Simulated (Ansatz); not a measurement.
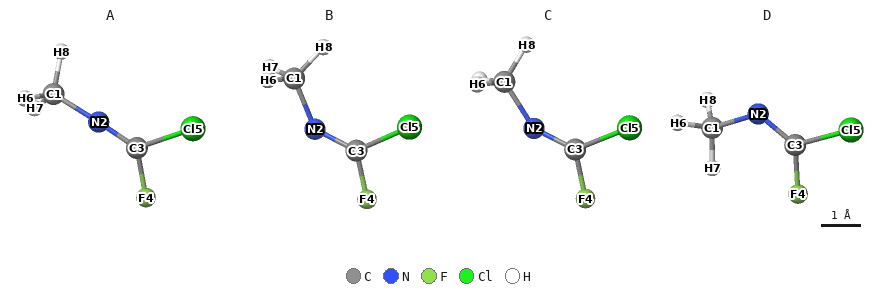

4 geometries from a converged minimum-energy path of C2H3ClFN, shuffled. Style: ball-and-stick. Shown from a free direction.

These are results of Ansatz 0.2.0, RKS PBE/def2-SVP, not measurements. Run with 9 movable images; climbing image; force threshold 0.03 eV/Å; iteration limit 32; starting path by image-dependent pair potential.

Question: One of them is the converged climbing image. Which?

Answer: A. In order along the path, whose images run from 0 to 10: D (image 0, 0.0 kJ/mol), A (image 5, +46.8 kJ/mol), C (image 7, +15.3 kJ/mol), B (image 8, −2.1 kJ/mol). The motion is an in-plane inversion: the angle C1–N2–C3 opens from 122° to 177° on the way and closes on the other side (124° at the end). No bond forms or breaks between the ends. Among the angles between lasting bonds that change up to the highest image: C1–N2–C3 122.0° → 177.0°, F4–C3–Cl5 110.2° → 106.1°.

Cost: 9.9 min on 1 thread of AMD EPYC 7R43 64-Core Processor (Zen 3), on a shared host, peak memory 0.14 GiB.
